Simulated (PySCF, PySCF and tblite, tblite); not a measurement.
# C₆H₃Cl₂F: telling isomers apart by computed NMR

Can the signals of one isomer of C₆H₃Cl₂F be assigned among several candidates?

Computed with tblite 0.8.0 (tight binding) and PySCF 2.14.0 (DFT, with response routines of our own); each step states its level. Atoms count from 0 throughout.

### 1 The starting structure

12 atoms, charge 0, multiplicity 1; geometry from: MMFF94s geometry. This is the first candidate.

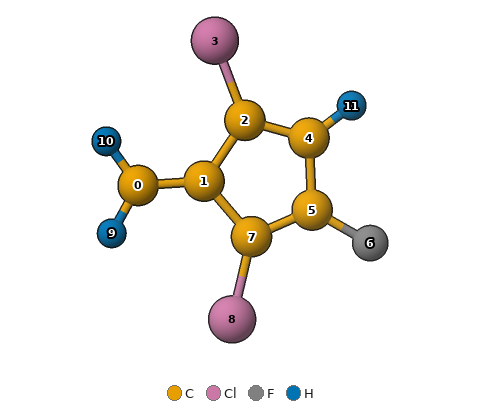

The starting geometry (carbon amber, chlorine pink, fluorine grey, hydrogen blue), atoms numbered.

### 2 GFN2-xTB relaxation, isomer A, conformer 1

Job settings and geometry (Å):

```
{"job": {"xc": "GFN2-xTB", "basis": "xTB", "kind": "relax"}, "charge": 0, "multiplicity": 1}
C     -1.959300     0.347600    -0.020200
C     -0.653200     0.123600    -0.017500
C      0.423700     1.115800    -0.068200
Cl     0.206000     2.805500    -0.182900
C      1.589700     0.473300    -0.026900
C      1.319800    -0.941800     0.050800
F      2.300500    -1.856000     0.104200
C      0.014900    -1.175700     0.075100
Cl    -0.744100    -2.694100     0.166500
H     -2.694800    -0.459300     0.036400
H     -2.374500     1.354600    -0.082000
H      2.572600     0.905800    -0.061300
```

Run with:

```sh
> OMP_NUM_THREADS=1 python ens_run.py task.json out
```

This one command runs the whole study; its stages follow in the order run.

What it wrote:

```text
step      E/eV     max force
  0    -766.05167    1.602
  1    -766.08246    0.884
  2    -766.09800    0.238
  3    -766.10191    0.166
  4    -766.10545    0.184
  5    -766.10763    0.145
  6    -766.10935    0.138
  7    -766.11097    0.123
  8    -766.11259    0.120
  9    -766.11360    0.070
 10    -766.11402    0.048
 11    -766.11422    0.045
 12    -766.11437    0.039
 13    -766.11437    0.039
 14    -766.11444    0.030
 15    -766.11449    0.025
 16    -766.11452    0.023
 17    -766.11455    0.018
 18    -766.11456    0.011
 19    -766.11457    0.008
 20    -766.11457    0.004
 21    -766.11458    0.004
 22    -766.11458    0.003
```

Run time: 0.16 s. Hardware: 1 thread of Arm Neoverse V2, shared host.

The energy fell by 0.063 eV, and the atoms moved 0.03 Å (root mean square).

### 3 Shieldings, isomer A, conformer 1: PBE0/pcSseg-1 in acetonitrile

Job settings and geometry (Å):

```
{"job": {"xc": "PBE0", "basis": "pcSseg-1", "solvent": "acetonitrile", "kind": "nmr", "pop": true}, "charge": 0, "multiplicity": 1}
C     -1.971841     0.352234    -0.019739
C     -0.659966     0.120446    -0.008943
C      0.426203     1.109817    -0.072628
Cl     0.144815     2.782783    -0.177685
C      1.616100     0.476853    -0.034398
C      1.348177    -0.945389     0.054165
F      2.324820    -1.850117     0.108125
C      0.017336    -1.177853     0.070796
Cl    -0.805543    -2.669243     0.164432
H     -2.679349    -0.457651     0.033290
H     -2.359568     1.354796    -0.081704
H      2.600014     0.902638    -0.061738
```

What it wrote:

```text
coarse grid: 12712 points
cycle   1  E = -1249.7827338699  dE =  1.711e+00  |g| = 4.625e-01  |ddm| = 3.887e+00
cycle   2  E = -1249.7586257249  dE =  2.411e-02  |g| = 6.041e-01  |ddm| = 1.038e+00
cycle   3  E = -1249.8236406496  dE = -6.501e-02  |g| = 8.516e-02  |ddm| = 5.939e-01
cycle   4  E = -1249.8249564522  dE = -1.316e-03  |g| = 3.828e-02  |ddm| = 1.023e-01
cycle   5  E = -1249.8253018751  dE = -3.454e-04  |g| = 1.054e-02  |ddm| = 3.991e-02
cycle   6  E = -1249.8253262454  dE = -2.437e-05  |g| = 2.469e-03  |ddm| = 1.066e-02
cycle   7  E = -1249.8253275545  dE = -1.309e-06  |g| = 9.278e-04  |ddm| = 3.361e-03
final grid: 118464 points
cycle   8  E = -1249.8833737750  dE = -3.995e-05  |g| = 6.931e-03  |ddm| = 4.846e-02
cycle   9  E = -1249.8833688071  dE =  4.968e-06  |g| = 8.492e-03  |ddm| = 1.669e-02
cycle  10  E = -1249.8833837770  dE = -1.497e-05  |g| = 1.534e-03  |ddm| = 1.012e-02
cycle  11  E = -1249.8833841240  dE = -3.470e-07  |g| = 3.860e-04  |ddm| = 1.673e-03
cycle  12  E = -1249.8833841576  dE = -3.365e-08  |g| = 9.670e-05  |ddm| = 3.607e-04
cycle  13  E = -1249.8833841596  dE = -2.008e-09  |g| = 3.186e-05  |ddm| = 1.188e-04
cycle  14  E = -1249.8833841598  dE = -2.124e-10  |g| = 6.651e-06  |ddm| = 4.060e-05
converged SCF energy = -1249.8833841598

GIAO shielding tensors (ppm)
atom      isotropic    diamagn.    paramagn.     s11        s22        s33       span
  0 C       47.472     249.268    -201.796    -55.265     18.627    179.054    234.319
  1 C       38.419     255.122    -216.703    -58.839     41.057    133.039    191.877
  2 C       52.459     253.690    -201.231    -38.221     82.898    112.701    150.923
  3 Cl     784.844    1146.566    -361.722    542.680    830.267    981.586    438.905
  4 C       57.676     250.831    -193.154    -30.481     67.857    135.653    166.134
  5 C       16.631     249.232    -232.600    -59.930     45.599     64.225    124.155
  6 F      306.163     470.985    -164.822    223.701    274.298    420.490    196.789
  7 C       80.172     254.048    -173.876     24.519    103.910    112.088     87.569
  8 Cl     831.080    1146.233    -315.154    600.120    898.460    994.659    394.539
  9 H       24.652      28.434      -3.783     22.011     22.399     29.546      7.535
 10 H       24.603      28.444      -3.841     22.179     22.417     29.213      7.034
 11 H       25.040      29.993      -4.953     22.738     24.200     28.182      5.444
```

Run time: 25 s. Hardware: 1 thread of Arm Neoverse V2, shared host.

This run: HOMO -6.49 eV, LUMO -2.49 eV; dipole 2.10 D.

### 4 The ensemble, isomer A: properties at PBE0/pcSseg-1 in acetonitrile

Job settings and geometry (Å):

```
{"job": {"study": "conf", "smiles": "C=C1C(Cl)=CC(F)=C1Cl", "search": {"seed": 9791, "n_embed": 45, "ff_keep": 10, "window": 2.5, "nmax": 3, "temps": [250, 298.15, 350], "t_ref": 298.15, "order": 0.0005}, "level": {"nmr": {"xc": "PBE0", "basis": "pcSseg-1", "solvent": "acetonitrile"}}, "kind": "conf"}, "charge": 0, "multiplicity": 1}
C     -1.971841     0.352234    -0.019739
C     -0.659966     0.120446    -0.008943
C      0.426203     1.109817    -0.072628
Cl     0.144815     2.782783    -0.177685
C      1.616100     0.476853    -0.034398
C      1.348177    -0.945389     0.054165
F      2.324820    -1.850117     0.108125
C      0.017336    -1.177853     0.070796
Cl    -0.805543    -2.669243     0.164432
H     -2.679349    -0.457651     0.033290
H     -2.359568     1.354796    -0.081704
H      2.600014     0.902638    -0.061738
```

What it wrote:

```text
conformer  sym    E(xTB)   E(DFT)   G(298.15 K)  weight  dipole/D
    1     Cs      0.000    0.000    0.000   1.0000    2.095

mean shielding (ppm) by class
class atoms           250 K   298.15 K      350 K
  0 C  0             47.472     47.472     47.472
  1 C  1             38.419     38.419     38.419
  2 C  2             52.459     52.459     52.459
  3 Cl 3            784.844    784.844    784.844
  4 C  4             57.676     57.676     57.676
  5 C  5             16.631     16.631     16.631
  6 F  6            306.163    306.163    306.163
  7 C  7             80.172     80.172     80.172
  8 Cl 8             831.08     831.08     831.08
  9 H  9             24.652     24.652     24.652
 10 H  10            24.603     24.603     24.603
 11 H  11             25.04      25.04      25.04
```

Run time: 26 s. Hardware: 1 thread of Arm Neoverse V2, shared host. This counts the runs that the step sums up.

The search (ETKDG and KDG, MMFF94s, GFN2-xTB) embedded 45 structures, kept 1 distinct ones after the force field and 1 after xTB; 1 was carried on (window 2.5 kcal/mol at the search's own energies). Energies: PBE0/pcSseg-1 in acetonitrile with D3(BJ).

The conformers at 298 K:

| no. | group | mirror pair | ΔE xTB | ΔE DFT | ΔG | weight (%) | μ (D) | A, B, C (GHz) |
| --- | --- | --- | --- | --- | --- | --- | --- | --- |
| 1 | Cs | no | 0.00 | 0.00 | 0.00 | 100.0 | 2.10 | 2.04, 0.80, 0.57 |

Energies in kcal/mol. ΔG holds xTB vibrations and rotation, symmetry numbers and mirror pairs.

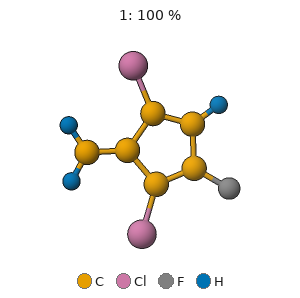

The one conformer.

Shifts against references run at the same level (13C TMS 187.9, 1H TMS 31.69, 19F CFCl3 174.7 ppm of shielding), by class of atoms, at 298 K:

| atoms | environment | average |
| --- | --- | --- |
| C5 | fully substituted alkene carbon | 171.2 |
| C1 | fully substituted alkene carbon | 149.4 |
| C0 | terminal =CH2 carbon | 140.4 |
| C2 | fully substituted alkene carbon | 135.4 |
| C4 | alkene CH | 130.2 |
| C7 | fully substituted alkene carbon | 107.7 |
| H10 | hydrogen on a terminal =CH2 carbon | 7.09 |
| H9 | hydrogen on a terminal =CH2 carbon | 7.04 |
| H11 | hydrogen on an alkene CH | 6.65 |
| Cl3 | chlorine bonded to C | 785 (σ) |
| Cl8 | chlorine bonded to C | 831 (σ) |
| F6 | vinylic fluorine | -131.5 |

Effective distances for nuclear Overhauser effects, ⟨r⁻⁶⟩^(−1/6) over all pairs of two classes (Å): H9···H10 1.84.

### 5 GFN2-xTB relaxation, isomer B, conformer 1

Job settings and geometry (Å):

```
{"job": {"xc": "GFN2-xTB", "basis": "xTB", "kind": "relax"}, "charge": 0, "multiplicity": 1}
F     -0.978000     2.245300    -0.047600
C     -0.777500     0.930900    -0.039800
C     -1.702700    -0.028500    -0.043900
C     -1.048000    -1.307100    -0.027300
C      0.284000    -1.135300     0.022700
Cl     1.417000    -2.389100     0.053400
C      0.537900     0.305500     0.006300
C      1.675200     1.017600     0.038600
Cl     3.272400     0.404000     0.083200
H     -2.782500     0.126000    -0.072500
H     -1.567200    -2.263900    -0.026400
H      1.670500     2.093900     0.027200
```

What it wrote:

```text
step      E/eV     max force
  0    -766.10581    1.511
  1    -766.14429    0.687
  2    -766.15607    0.239
  3    -766.16096    0.218
  4    -766.16528    0.194
  5    -766.16844    0.148
  6    -766.17008    0.109
  7    -766.17195    0.136
  8    -766.17358    0.119
  9    -766.17453    0.074
 10    -766.17486    0.045
 11    -766.17500    0.042
 12    -766.17510    0.038
 13    -766.17510    0.038
 14    -766.17515    0.028
 15    -766.17522    0.023
 16    -766.17528    0.024
 17    -766.17540    0.037
 18    -766.17550    0.033
 19    -766.17555    0.020
 20    -766.17559    0.016
 21    -766.17563    0.018
 22    -766.17567    0.017
 23    -766.17569    0.013
 24    -766.17571    0.009
 25    -766.17572    0.009
 26    -766.17573    0.007
 27    -766.17573    0.005
 28    -766.17573    0.003
```

It took 0.17 s on 1 thread of Arm Neoverse V2, shared host.

Gain 0.070 eV; displacement 0.04 Å root mean square.

### 6 Shieldings, isomer B, conformer 1: PBE0/pcSseg-1 in acetonitrile

Job settings and geometry (Å):

```
{"job": {"xc": "PBE0", "basis": "pcSseg-1", "solvent": "acetonitrile", "kind": "nmr", "pop": false}, "charge": 0, "multiplicity": 1}
F     -0.950863     2.250540    -0.046673
C     -0.782913     0.922066    -0.030918
C     -1.731980    -0.029551    -0.048324
C     -1.065022    -1.316532    -0.019992
C      0.271599    -1.121913     0.013511
Cl     1.479248    -2.326665     0.055202
C      0.546793     0.314961     0.009512
C      1.692448     1.013727     0.035374
Cl     3.244366     0.346867     0.083998
H     -2.794813     0.110390    -0.077979
H     -1.574525    -2.260684    -0.025725
H      1.666860     2.096109     0.025987
```

What it wrote:

```text
coarse grid: 12712 points
cycle   1  E = -1249.7668348929  dE =  1.740e+00  |g| = 5.108e-01  |ddm| = 3.766e+00
cycle   2  E = -1249.7042968218  dE =  6.254e-02  |g| = 7.367e-01  |ddm| = 1.126e+00
cycle   3  E = -1249.8204206509  dE = -1.161e-01  |g| = 9.390e-02  |ddm| = 6.709e-01
cycle   4  E = -1249.8222480653  dE = -1.827e-03  |g| = 5.085e-02  |ddm| = 1.297e-01
cycle   5  E = -1249.8227742286  dE = -5.262e-04  |g| = 1.085e-02  |ddm| = 4.836e-02
cycle   6  E = -1249.8227949499  dE = -2.072e-05  |g| = 3.160e-03  |ddm| = 1.164e-02
cycle   7  E = -1249.8227969088  dE = -1.959e-06  |g| = 1.212e-03  |ddm| = 3.665e-03
final grid: 118464 points
cycle   8  E = -1249.8805033428  dE = -3.886e-05  |g| = 6.955e-03  |ddm| = 4.347e-02
cycle   9  E = -1249.8804955728  dE =  7.770e-06  |g| = 9.049e-03  |ddm| = 1.676e-02
cycle  10  E = -1249.8805138339  dE = -1.826e-05  |g| = 1.598e-03  |ddm| = 1.015e-02
cycle  11  E = -1249.8805142521  dE = -4.183e-07  |g| = 4.083e-04  |ddm| = 1.537e-03
cycle  12  E = -1249.8805142903  dE = -3.821e-08  |g| = 1.018e-04  |ddm| = 4.145e-04
cycle  13  E = -1249.8805142924  dE = -2.097e-09  |g| = 3.266e-05  |ddm| = 1.149e-04
cycle  14  E = -1249.8805142927  dE = -2.165e-10  |g| = 1.002e-05  |ddm| = 3.962e-05
converged SCF energy = -1249.8805142927

GIAO shielding tensors (ppm)
atom      isotropic    diamagn.    paramagn.     s11        s22        s33       span
  0 F      320.908     473.413    -152.505    221.757    312.561    428.406    206.649
  1 C       23.117     247.123    -224.006    -56.851     62.413     63.789    120.640
  2 C       75.479     255.109    -179.630      0.128     76.675    149.634    149.506
  3 C       50.539     248.817    -198.278    -48.020     57.080    142.558    190.579
  4 C       64.530     250.723    -186.193    -25.558    107.676    111.473    137.031
  5 Cl     781.147    1145.936    -364.789    584.215    792.326    966.900    382.685
  6 C       48.451     258.767    -210.316    -50.832     55.485    140.700    191.532
  7 C       34.536     244.940    -210.404    -50.105     20.254    133.459    183.563
  8 Cl     700.575    1145.157    -444.582    426.053    766.849    908.824    482.771
  9 H       25.651      29.845      -4.194     23.611     24.792     28.548      4.937
 10 H       25.042      30.402      -5.359     23.162     23.195     28.770      5.609
 11 H       23.879      27.500      -3.621     18.461     24.405     28.770     10.309
```

Run time: 23 s. Hardware: 1 thread of Arm Neoverse V2, shared host.

This run: HOMO -6.40 eV, LUMO -2.53 eV; dipole 1.09 D.

### 7 Averages, isomer B: properties at PBE0/pcSseg-1 in acetonitrile

Job settings and geometry (Å):

```
{"job": {"study": "conf", "smiles": "FC1=CC=C(Cl)/C1=C\\Cl", "search": {"seed": 9791, "n_embed": 45, "ff_keep": 10, "window": 2.5, "nmax": 3, "temps": [250, 298.15, 350], "t_ref": 298.15, "order": 0.0005}, "level": {"nmr": {"xc": "PBE0", "basis": "pcSseg-1", "solvent": "acetonitrile"}}, "kind": "conf"}, "charge": 0, "multiplicity": 1}
F     -0.950863     2.250540    -0.046673
C     -0.782913     0.922066    -0.030918
C     -1.731980    -0.029551    -0.048324
C     -1.065022    -1.316532    -0.019992
C      0.271599    -1.121913     0.013511
Cl     1.479248    -2.326665     0.055202
C      0.546793     0.314961     0.009512
C      1.692448     1.013727     0.035374
Cl     3.244366     0.346867     0.083998
H     -2.794813     0.110390    -0.077979
H     -1.574525    -2.260684    -0.025725
H      1.666860     2.096109     0.025987
```

What it wrote:

```text
conformer  sym    E(xTB)   E(DFT)   G(298.15 K)  weight  dipole/D
    1     Cs      0.000    0.000    0.000   1.0000    1.092

mean shielding (ppm) by class
class atoms           250 K   298.15 K      350 K
  0 F  0            320.908    320.908    320.908
  1 C  1             23.117     23.117     23.117
  2 C  2             75.479     75.479     75.479
  3 C  3             50.539     50.539     50.539
  4 C  4              64.53      64.53      64.53
  5 Cl 5            781.147    781.147    781.147
  6 C  6             48.451     48.451     48.451
  7 C  7             34.536     34.536     34.536
  8 Cl 8            700.575    700.575    700.575
  9 H  9             25.651     25.651     25.651
 10 H  10            25.042     25.042     25.042
 11 H  11            23.879     23.879     23.879
```

Run time: 24 s. Hardware: 1 thread of Arm Neoverse V2, shared host. This counts the runs that the step sums up.

The search (ETKDG and KDG, MMFF94s, GFN2-xTB) embedded 45 structures, kept 1 distinct ones after the force field and 1 after xTB; 1 was carried on (window 2.5 kcal/mol at the search's own energies). Energies: PBE0/pcSseg-1 in acetonitrile with D3(BJ).

The conformers at 298 K:

| no. | group | mirror pair | ΔE xTB | ΔE DFT | ΔG | weight (%) | μ (D) | A, B, C (GHz) |
| --- | --- | --- | --- | --- | --- | --- | --- | --- |
| 1 | Cs | no | 0.00 | 0.00 | 0.00 | 100.0 | 1.09 | 1.56, 1.02, 0.62 |

Energies in kcal/mol. ΔG holds xTB vibrations and rotation, symmetry numbers and mirror pairs.

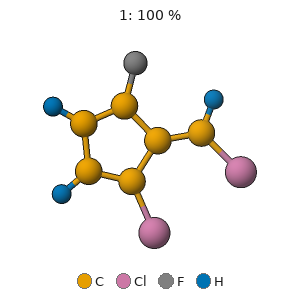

The one conformer.

Shifts against references run at the same level (13C TMS 187.9, 19F CFCl3 174.7, 1H TMS 31.69 ppm of shielding), by class of atoms, at 298 K:

| atoms | environment | average |
| --- | --- | --- |
| C1 | fully substituted alkene carbon | 164.7 |
| C7 | alkene CH | 153.3 |
| C6 | fully substituted alkene carbon | 139.4 |
| C3 | alkene CH | 137.3 |
| C4 | fully substituted alkene carbon | 123.3 |
| C2 | alkene CH | 112.4 |
| H11 | hydrogen on an alkene CH | 7.81 |
| H10 | hydrogen on an alkene CH | 6.65 |
| H9 | hydrogen on an alkene CH | 6.04 |
| F0 | vinylic fluorine | -146.2 |
| Cl8 | chlorine bonded to C | 701 (σ) |
| Cl5 | chlorine bonded to C | 781 (σ) |

Effective distances for nuclear Overhauser effects, ⟨r⁻⁶⟩^(−1/6) over all pairs of two classes (Å): H9···H10 2.67.

### 8 GFN2-xTB relaxation, isomer C, conformer 1

Job settings and geometry (Å):

```
{"job": {"xc": "GFN2-xTB", "basis": "xTB", "kind": "relax"}, "charge": 0, "multiplicity": 1}
C     -1.946800    -0.538000    -0.052800
C     -0.675200    -0.161400    -0.026900
C     -0.111500     1.172200     0.119800
Cl    -1.010000     2.617800     0.253500
C      1.217900     1.072100     0.111200
C      1.574100    -0.325400    -0.039800
Cl     3.178800    -0.873900    -0.099200
C      0.471400    -1.055600    -0.104700
F      0.383500    -2.393600    -0.241200
H     -2.240400    -1.580400    -0.151800
H     -2.764500     0.185900     0.020400
H      1.923700     1.879700     0.185400
```

What it wrote:

```text
step      E/eV     max force
  0    -766.01453    1.456
  1    -766.04985    1.119
  2    -766.06579    0.299
  3    -766.07116    0.172
  4    -766.07571    0.178
  5    -766.07758    0.133
  6    -766.07885    0.101
  7    -766.07988    0.116
  8    -766.08074    0.090
  9    -766.08132    0.052
 10    -766.08164    0.059
 11    -766.08187    0.067
 12    -766.08212    0.063
 13    -766.08235    0.050
 14    -766.08252    0.034
 15    -766.08252    0.034
 16    -766.08258    0.031
 17    -766.08270    0.019
 18    -766.08273    0.019
 19    -766.08282    0.027
 20    -766.08288    0.035
 21    -766.08298    0.028
 22    -766.08307    0.023
 23    -766.08313    0.018
 24    -766.08316    0.018
 25    -766.08318    0.018
 26    -766.08320    0.014
 27    -766.08322    0.013
 28    -766.08323    0.009
 29    -766.08324    0.009
 30    -766.08325    0.008
 31    -766.08325    0.004
 32    -766.08325    0.003
```

Wall time 0.19 s (1 thread of Arm Neoverse V2, shared host).

Relaxing gained 0.069 eV and moved the atoms by 0.03 Å on average (rms).

### 9 Shieldings, isomer C, conformer 1: PBE0/pcSseg-1 in acetonitrile

Job settings and geometry (Å):

```
{"job": {"xc": "PBE0", "basis": "pcSseg-1", "solvent": "acetonitrile", "kind": "nmr", "pop": false}, "charge": 0, "multiplicity": 1}
C     -1.974288    -0.528067    -0.051688
C     -0.686017    -0.183527    -0.019723
C     -0.108479     1.162111     0.113624
Cl    -1.062180     2.563244     0.254574
C      1.235530     1.079703     0.103562
C      1.606500    -0.323958    -0.036872
Cl     3.222825    -0.857621    -0.091795
C      0.477285    -1.061200    -0.109056
F      0.366871    -2.387087    -0.241159
H     -2.272775    -1.557788    -0.153610
H     -2.750466     0.214652     0.023830
H      1.946393     1.878851     0.182287
```

What it wrote:

```text
coarse grid: 12712 points
cycle   1  E = -1249.7831296733  dE =  1.700e+00  |g| = 4.514e-01  |ddm| = 3.882e+00
cycle   2  E = -1249.7615659839  dE =  2.156e-02  |g| = 5.905e-01  |ddm| = 1.026e+00
cycle   3  E = -1249.8211777012  dE = -5.961e-02  |g| = 8.686e-02  |ddm| = 6.112e-01
cycle   4  E = -1249.8224735493  dE = -1.296e-03  |g| = 3.646e-02  |ddm| = 1.016e-01
cycle   5  E = -1249.8227691743  dE = -2.956e-04  |g| = 1.107e-02  |ddm| = 3.891e-02
cycle   6  E = -1249.8227971718  dE = -2.800e-05  |g| = 3.175e-03  |ddm| = 1.207e-02
cycle   7  E = -1249.8227994390  dE = -2.267e-06  |g| = 1.163e-03  |ddm| = 3.920e-03
final grid: 118464 points
cycle   8  E = -1249.8811381940  dE = -4.127e-05  |g| = 6.899e-03  |ddm| = 4.560e-02
cycle   9  E = -1249.8811331695  dE =  5.025e-06  |g| = 8.436e-03  |ddm| = 1.593e-02
cycle  10  E = -1249.8811482674  dE = -1.510e-05  |g| = 1.547e-03  |ddm| = 9.629e-03
cycle  11  E = -1249.8811486370  dE = -3.697e-07  |g| = 3.971e-04  |ddm| = 1.502e-03
cycle  12  E = -1249.8811486735  dE = -3.652e-08  |g| = 9.665e-05  |ddm| = 3.694e-04
cycle  13  E = -1249.8811486755  dE = -1.941e-09  |g| = 3.337e-05  |ddm| = 1.157e-04
cycle  14  E = -1249.8811486757  dE = -2.292e-10  |g| = 8.406e-06  |ddm| = 4.003e-05
converged SCF energy = -1249.8811486757

GIAO shielding tensors (ppm)
atom      isotropic    diamagn.    paramagn.     s11        s22        s33       span
  0 C       48.056     248.608    -200.553    -53.512     16.766    180.914    234.426
  1 C       41.972     259.815    -217.843    -59.177     49.968    135.127    194.304
  2 C       60.811     252.891    -192.079    -31.425    100.951    112.908    144.333
  3 Cl     804.087    1146.576    -342.489    579.426    828.473   1004.362    424.937
  4 C       52.363     245.194    -192.831    -40.074     70.470    126.693    166.767
  5 C       66.094     258.373    -192.278      5.257     79.816    113.210    107.953
  6 Cl     792.660    1144.955    -352.294    599.950    825.860    952.170    352.220
  7 C       28.005     245.429    -217.425    -48.267     63.154     69.128    117.395
  8 F      324.824     472.140    -147.316    228.177    303.617    442.678    214.501
  9 H       24.657      28.134      -3.477     22.354     22.947     28.669      6.316
 10 H       24.627      28.473      -3.846     21.749     22.653     29.479      7.730
 11 H       25.256      30.448      -5.192     22.444     24.466     28.860      6.416
```

Run time: 23 s. Hardware: 1 thread of Arm Neoverse V2, shared host.

This run: HOMO -6.48 eV, LUMO -2.50 eV; dipole 2.16 D.

(Part 1 of 3 ends here.)
